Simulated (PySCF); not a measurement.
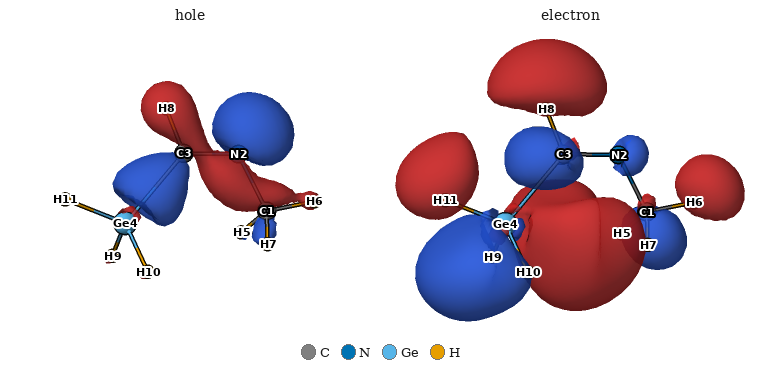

*C2H7GeN, SMILES `C/N=[CH]\[GeH3]`. Leading natural transition orbital pair of S₂ (TDA singlet states); the surfaces enclose about 70 % of each orbital's density.*

Level of theory: ωB97X/def2-SVP (PySCF), at a geometry from GFN2-xTB. No frequency check shows the geometry to be a minimum. GFN2-xTB bond lengths at metals and heavier atoms can be off by up to 0.1 Å and shapes distorted, which carries into these values. Without diffuse functions Rydberg states are missing, so the states' numbers hold for this basis only.

Input

```python
import numpy as np
from pyscf import gto, scf, dft, tdscf
from pyscf.scf import atom_ks, atom_hf
from scipy.linalg import block_diag

def solve(mol, dm0=None, hcore=None):
    mf = (dft.UKS if mol.spin else dft.RKS)(mol, xc='wb97x')
    mf.grids.level = 3
    mf = mf.density_fit(auxbasis='def2-universal-jkfit')
    mf.conv_tol, mf.max_cycle = 1e-8, 80
    if hcore is not None:
        mf.get_hcore = lambda *args: hcore
    mf.kernel(dm0)
    if not mf.converged:
        mf = mf.newton().run(mf.mo_coeff, mf.mo_occ, max_cycle=30)
    assert mf.converged, 'SCF not converged'
    return mf

mol = gto.M(atom='''
C      2.15998    -0.75501    -0.00048
N      1.82921     0.63894    -0.00020
C      0.63100     1.00285     0.00024
Ge    -1.01069    -0.10792    -0.00007
H      1.75320    -1.25343    -0.88113
H      3.24464    -0.85156     0.00188
H      1.74907    -1.25511     0.88711
H      0.47057     2.07849     0.00022
H     -1.10528    -1.00287    -1.19993
H     -1.11087    -1.00515     1.19304
H     -2.20951     0.78337     0.00379
''', basis='def2-svp', charge=0, spin=0, verbose=4)
mf = solve(mol)
td = mf.TDA()
td.nstates, td.singlet, td.conv_tol = 4, True, 1e-5
td.kernel()
td.analyze()
x, y = np.array([p[0] for p in td.xy]), np.array([p[1] + 0 * p[0] for p in td.xy])
f, mu = td.oscillator_strength(), td.transition_dipole()
nto = [td.get_nto(state=i + 1, verbose=4) for i in range(len(td.e))]
# spherically averaged free atoms, for the promolecule
atm = atom_ks.get_atm_nrks(mol, xc='wb97x')
pro = block_diag(*[(atm[a[0]][2] * atm[a[0]][3]) @ atm[a[0]][2].T for a in mol._atom])
np.savez('result.npz', e=td.e, f=f, ok=td.converged, w=[n[0] for n in nto], nto=[n[1] for n in nto], x=x, y=y, c=mf.mo_coeff, occ=mf.mo_occ, eps=mf.mo_energy, pro=pro, mu=mu)
```

Command:

```sh
OMP_NUM_THREADS=1 python input.py
```

The run took 6.1 min on 1 thread of Intel(R) Xeon(R) Processor @ 2.50GHz (Skylake/Cascade Lake) (shared host), peak memory 0.63 GiB.

Question: Give its energy, strength and character.

Answer: 7.56 eV (164 nm), f = 0.097, σ or n → σ*; the leading pair carries 95 %; hole on N2 (48 %), C3 (15 %) and Ge4 (14 %), electron on Ge4 (32 %), C3 (13 %) and H8 (9 %); their centroids lie 1.3 Å apart. In canonical orbitals it is mainly HOMO → LUMO+1 (85 %). The HOMO–LUMO gap is 10.55 eV.
